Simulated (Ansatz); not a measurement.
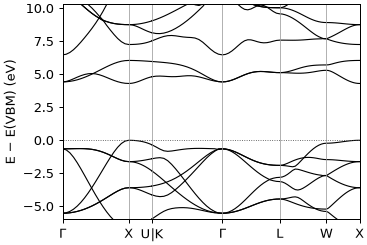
Figure. Band structure from plane-wave PAW r²SCAN (Ansatz code)

Task: Read off the gap and where the band edges lie.

Result: About 4.3 eV (4.30 eV by a search for the band edges); maximum at X, minimum at X.

The material is HfO$_{2}$ (fluorite, space group No. 225).

Space group Fm-3m (fluorite). This is a known high-temperature phase of the composition, computed here at zero pressure and temperature. The cell was relaxed with r²SCAN under the symmetry of its start. At this level the phase is dynamically unstable (imaginary phonons). The run is not spin-polarised. Spin–orbit coupling is left out wherever it is not named.

Potentials: the later of the program's two PAW sets.
